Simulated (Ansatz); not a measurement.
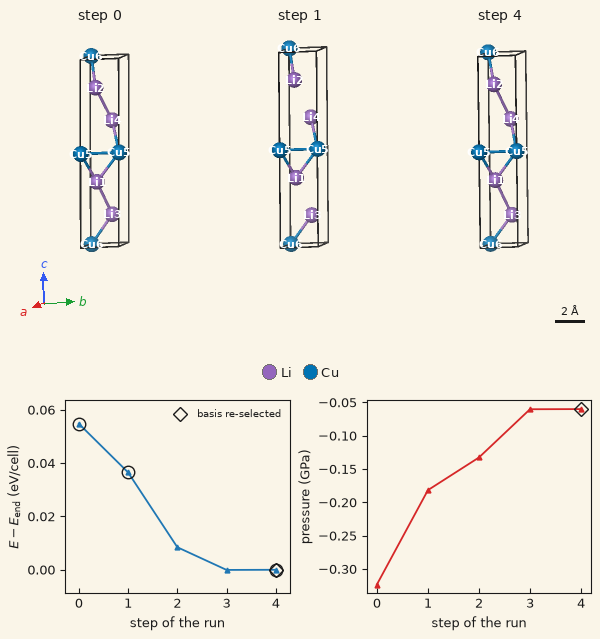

Frames of a relaxation of a crystal of Li₂Cu (a generated structure, set up in P1) (coarse preliminary run), marked on the history of the run. A ball-and-stick model of the cell of the calculation, seen slightly off an axis.

Method: Ansatz, DFT PBE, scalar-relativistic, plane waves, PAW. (plane-wave cutoff 420 eV; k-point mesh 12 × 12 × 2; occupations gaussian; smearing width 0.2 eV; no spin polarisation; cell and atoms relaxed; force threshold 0.025 eV/Å; at most 60 steps)

What happens along the run?

Over 3 accepted moves (4 points after the start) the energy falls by 54.8 meV per cell of the calculation. The largest force component goes from 0.22 to 0.005 eV/Å. Pressure: −0.32 GPa at the start and −0.06 GPa at the end. The SCF was repeated once at an unchanged geometry on a basis and grid sized afresh for the cell, which shifted the energy by 0.1 meV per cell of the calculation at most. The atom that moves furthest relative to the cell is Cu6 (0.094 Å roughly along [−1 −1 0]). By element the largest moves are Cu 0.094 Å, Li 0.075 Å. The drawn cell changes as follows: a 2.686 → 2.715 Å (+1.1 %), b 2.760 → 2.719 Å (−1.5 %), c 13.306 → 13.542 Å (+1.8 %), α 89.4° → 90.6°, γ 118.5° → 119.8°; the volume changes by +0.1 %. Near-neighbour distances that change, for instance: Li1–Li3 2.854 → 3.025 Å, Li1–Li3 (another image) 2.875 → 3.031 Å, Li2–Li4 2.916 → 3.051 Å, Li2–Cu6 2.748 → 2.621 Å. The space group stays P1 (No. 1). From step 0 to 1: Li3 moves most (0.14 Å), volume +2.5 %, energy −18.3 meV per cell of the calculation. From step 1 to 4: Li atoms move most (0.08 Å), volume −2.4 %, energy −36.5 meV per cell of the calculation.

| step | E − E(0), meV/atom | largest force component, eV/Å | pressure, GPa | volume, Å³/atom | note |
| --- | --- | --- | --- | --- | --- |
| 0 | 0.00 | 0.2163 | -0.32 | 14.451 |  |
| 1 | -3.04 | 0.1900 | -0.18 | 14.812 |  |
| 2 | -7.72 | 0.0756 | -0.13 | 14.561 |  |
| 3 | -9.14 | 0.0048 | -0.06 | 14.464 |  |
| 4 | -9.13 | 0.0050 | -0.06 | 14.464 | same geometry, new basis |
